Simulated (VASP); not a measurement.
Band structure of WSe2 (relaxed from the CdI2 structure, space group P-3m1). These are r2SCAN meta-GGA, VASP's PBE PAW potentials (set 64) (plane waves; VASP) values and carry that method's errors.

Unless said otherwise, spin-orbit coupling is left out, though it shifts the bands of the heavy elements here.

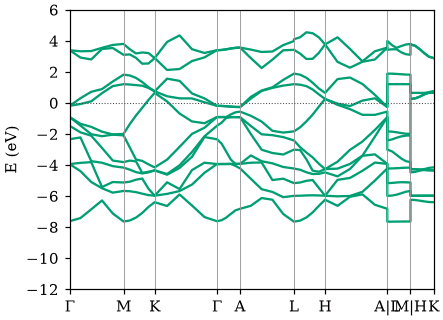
Figure: Bands along high-symmetry lines, zero at the valence-band maximum or, without a gap, the Fermi level

Task: Read the plot: is there a gap, and where are the band edges?

Result: It has no gap at this level: it comes out as a metal or semimetal.

The structure was generated: WSe2 was put into the CdI2 type (P-3m1), which need not be its known phase. It was relaxed first, which changed the volume by -14 %.
